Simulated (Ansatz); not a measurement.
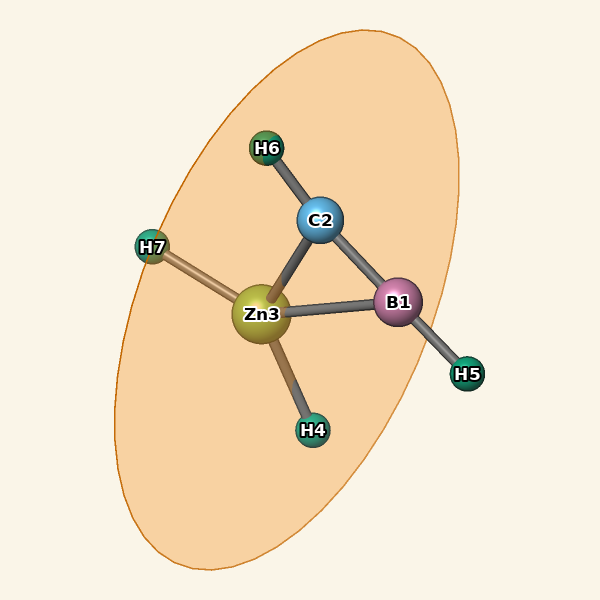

A disc through the centre of mass is drawn in. Depth is shown by fading: the farther an atom, the more it takes the colour of the background. Charge −1, singlet. The computed structure is the end point of a PBE0-D4/def2-TZVPD optimisation. No frequency run is at hand to confirm it as a minimum.

Q: Is the plane of the disc a mirror plane of the structure?

A: No. The point group is Cs, with 1 mirror plane, and this plane isn't one of its mirror planes.
